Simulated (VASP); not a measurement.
Band structure of RhTe (relaxed from the CsCl type structure, space group Pm-3m). Computed with PBE GGA, VASP's PBE PAW potentials (set 64) (plane waves; VASP).

Unless said otherwise, spin-orbit coupling is left out, though it shifts the bands of the heavy elements here.

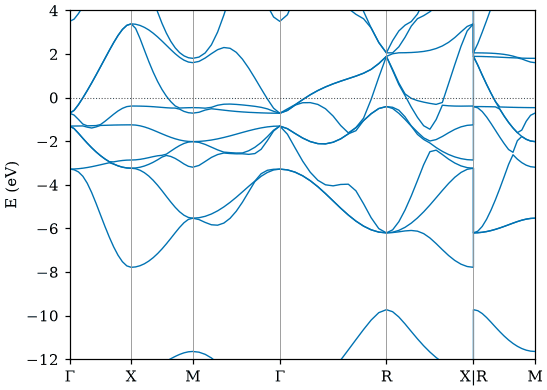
Fig. 1. Bands along high-symmetry lines, zero at the valence-band maximum or, without a gap, the Fermi level

Problem. Read the plot: is there a gap, and where are the band edges?

Solution. It has no gap at this level: it comes out as a metal or semimetal. (Edges off the drawn lines would not show.)

The structure was generated: RhTe was put into the CsCl type type (Pm-3m), which need not be its known phase. It was relaxed first, which changed the volume by -22 %. The electron count is odd and the run is not spin-polarised, which forces a metal.
